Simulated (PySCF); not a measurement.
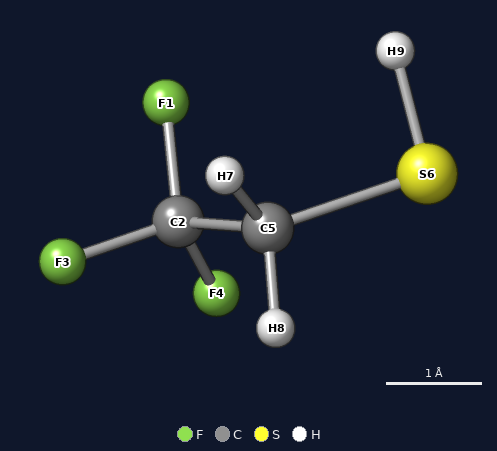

**Figure 1.** The structure as given in the input (ball-and-stick view, seen at a tilt; atoms are numbered from 1 in the order of the input).

# What a change does: NMR shielding calculation on C2H3F3S

System: C2H3F3S (2,2,2-trifluoroethanethiol), SMILES FC(F)(F)CS.
Method of the first run: GIAO PBE0/cc-pVDZ NMR shielding, non-relativistic, gas phase (PySCF 2.14.0).

The geometry comes from this level: PBE0-D3(BJ)/def2-SVP. Text and figures count atoms from 1; the logs count them from 0 in places.

### Input, the first run
```
{"job": {"kind": "nmr", "xc": "PBE0", "basis": "cc-pVDZ", "pop": true}, "charge": 0, "multiplicity": 1}
F     -1.365742     0.237015     0.964354
C     -0.835666    -0.375689    -0.098875
F     -1.145870    -1.674306    -0.008995
F     -1.430653     0.109647    -1.184191
C      0.665871    -0.206999    -0.140558
S      1.221887     1.510274    -0.231435
H      1.094348    -0.726111     0.728479
H      1.037566    -0.706358    -1.046342
H      0.794780     1.858371     1.001206
```

The first line tells a small driver script what to run in PySCF; the rest is the geometry in Å.

Hardware: 1 CPU thread, shared host.

### Output (the first run)
```
coarse grid: 8920 points
cycle   1  E = -775.1198257921  dE =  9.029e-01  |g| = 8.682e-01  |ddm| = 5.117e+00
cycle   2  E = -774.9930876458  dE =  1.267e-01  |g| = 1.260e+00  |ddm| = 2.746e+00
cycle   3  E = -775.2512348124  dE = -2.581e-01  |g| = 5.493e-02  |ddm| = 1.614e+00
cycle   4  E = -775.2517396467  dE = -5.048e-04  |g| = 3.088e-02  |ddm| = 1.467e-01
cycle   5  E = -775.2519779535  dE = -2.383e-04  |g| = 5.524e-03  |ddm| = 5.638e-02
cycle   6  E = -775.2519862873  dE = -8.334e-06  |g| = 1.159e-03  |ddm| = 1.215e-02
final grid: 85096 points
cycle   7  E = -775.2593845273  dE = -2.334e-05  |g| = 7.993e-03  |ddm| = 4.824e-02
cycle   8  E = -775.2593724597  dE =  1.207e-05  |g| = 1.112e-02  |ddm| = 2.947e-02
cycle   9  E = -775.2593991329  dE = -2.667e-05  |g| = 6.146e-04  |ddm| = 1.628e-02
cycle  10  E = -775.2593992216  dE = -8.870e-08  |g| = 1.542e-04  |ddm| = 1.531e-03
cycle  11  E = -775.2593992265  dE = -4.865e-09  |g| = 3.709e-05  |ddm| = 2.912e-04
cycle  12  E = -775.2593992268  dE = -3.256e-10  |g| = 1.245e-05  |ddm| = 6.808e-05
converged SCF energy = -775.2593992268

GIAO shielding tensors (ppm)
atom      isotropic    diamagn.    paramagn.     s11        s22        s33       span
  0 F      286.346     472.665    -186.320    208.460    294.723    355.854    147.394
  1 C       70.579     246.542    -175.963     67.737     70.924     73.075      5.338
  2 F      276.492     471.037    -194.545    197.907    280.518    351.051    153.144
  3 F      284.474     471.128    -186.653    210.782    290.069    352.572    141.790
  4 C      163.685     249.615     -85.930    142.364    163.205    185.485     43.121
  5 S      667.818    1055.337    -387.519    556.660    594.591    852.203    295.543
  6 H       28.627      30.515      -1.887     22.710     28.561     34.611     11.901
  7 H       29.140      29.858      -0.718     24.019     28.517     34.886     10.867
  8 H       29.763      29.911      -0.148     22.203     28.328     38.758     16.555
```

The input of the second run differs as follows (lines with − go, lines with + come):
```diff
-"basis": "cc-pVDZ"
+"basis": "aug-cc-pVDZ"
```

How does the second run compare with the first run?

The total energy of the second run is 21.3 kcal/mol lower, which measures the change of basis and not a stability. The HOMO goes from −7.32 to −7.51 eV. The LUMO goes from 0.58 to −0.37 eV. The dipole moment goes from 1.58 to 1.67 D. Of all shieldings, the largest change is that of F1, by −11.0 ppm. Diffuse functions give room to the loosely bound empty orbitals, which lowers the LUMO. The number of SCF iterations is the same. The basis functions go from 103 to 169.

### Output (the second run)
```
coarse grid: 8920 points
cycle   1  E = -775.1727821032  dE =  9.003e-01  |g| = 7.957e-01  |ddm| = 5.447e+00
cycle   2  E = -775.0637513948  dE =  1.090e-01  |g| = 1.171e+00  |ddm| = 2.548e+00
cycle   3  E = -775.2851970082  dE = -2.214e-01  |g| = 5.514e-02  |ddm| = 1.516e+00
cycle   4  E = -775.2856842940  dE = -4.873e-04  |g| = 3.003e-02  |ddm| = 1.434e-01
cycle   5  E = -775.2859007581  dE = -2.165e-04  |g| = 5.495e-03  |ddm| = 5.572e-02
cycle   6  E = -775.2859089774  dE = -8.219e-06  |g| = 1.284e-03  |ddm| = 1.076e-02
final grid: 85096 points
cycle   7  E = -775.2933182809  dE = -2.822e-05  |g| = 8.156e-03  |ddm| = 9.774e-02
cycle   8  E = -775.2933047742  dE =  1.351e-05  |g| = 1.148e-02  |ddm| = 3.194e-02
cycle   9  E = -775.2933335465  dE = -2.877e-05  |g| = 6.574e-04  |ddm| = 1.725e-02
cycle  10  E = -775.2933336395  dE = -9.303e-08  |g| = 1.868e-04  |ddm| = 1.563e-03
cycle  11  E = -775.2933336466  dE = -7.075e-09  |g| = 4.360e-05  |ddm| = 3.438e-04
cycle  12  E = -775.2933336471  dE = -4.688e-10  |g| = 1.508e-05  |ddm| = 8.609e-05
converged SCF energy = -775.2933336471

GIAO shielding tensors (ppm)
atom      isotropic    diamagn.    paramagn.     s11        s22        s33       span
  0 F      275.334     470.215    -194.881    193.004    281.074    351.924    158.920
  1 C       69.464     231.968    -162.504     67.258     69.703     71.431      4.173
  2 F      267.554     472.961    -205.407    184.371    267.951    350.340    165.969
  3 F      276.781     471.067    -194.287    197.042    280.599    352.701    155.660
  4 C      162.051     240.343     -78.292    141.782    162.825    181.546     39.764
  5 S      669.123    1049.029    -379.906    553.755    596.169    857.447    303.692
  6 H       28.203      31.467      -3.264     22.228     28.156     34.226     11.998
  7 H       28.827      30.639      -1.812     23.634     28.230     34.615     10.981
  8 H       29.544      26.373       3.171     22.186     28.234     38.213     16.026
```

### The two runs side by side

| quantity | the first run | the second run |
| --- | --- | --- |
| outcome | converged | converged |
| total energy (hartree) | −775.259399 | −775.293334 |
| HOMO (eV) | −7.32 | −7.51 |
| LUMO (eV) | 0.58 | −0.37 |
| dipole moment (D) | 1.58 | 1.67 |
| shielding of F1 (ppm) | 286.3 | 275.3 |
| shielding of C2 (ppm) | 70.6 | 69.5 |
| shielding of F3 (ppm) | 276.5 | 267.6 |
| shielding of F4 (ppm) | 284.5 | 276.8 |
| shielding of C5 (ppm) | 163.7 | 162.1 |
| shielding of S6 (ppm) | 667.8 | 669.1 |
| shielding of H7 (ppm) | 28.6 | 28.2 |
| SCF iterations | 12 | 12 |
| basis functions | 103 | 169 |
| wall time (shared host) | 7.2 s | 14 s |
